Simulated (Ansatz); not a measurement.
The reference is BaTiO₃ (space group P4mm, No. 99; a = 3.9722 Å, c = 4.1130 Å). Axes: x, y, z lie along a, b, c of the conventional cell.

One thing is altered: the cell is stretched by 0.43 % along x with no lateral relaxation, atoms relaxed at fixed cell.

Level of theory: Ansatz (a first-principles code), r2SCAN, PAW, cutoff 500 eV, no spin-orbit coupling.

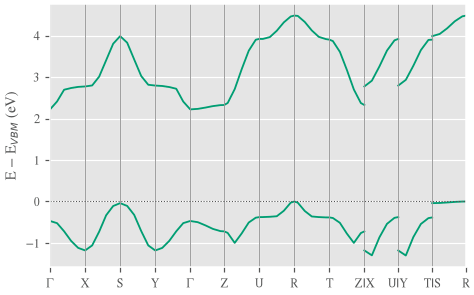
Figure. Highest valence and lowest conduction band along the path of the changed cell's own zone

Problem. From the figure, how large is the changed gap, and is it direct?

Solution. About 2.2 eV, indirect, R → Γ.

The cells carry an imposed strain or load. No phonon test of stability was made. The final runs are not spin-polarised. Labels are those of the standard path for the cell's own space group.
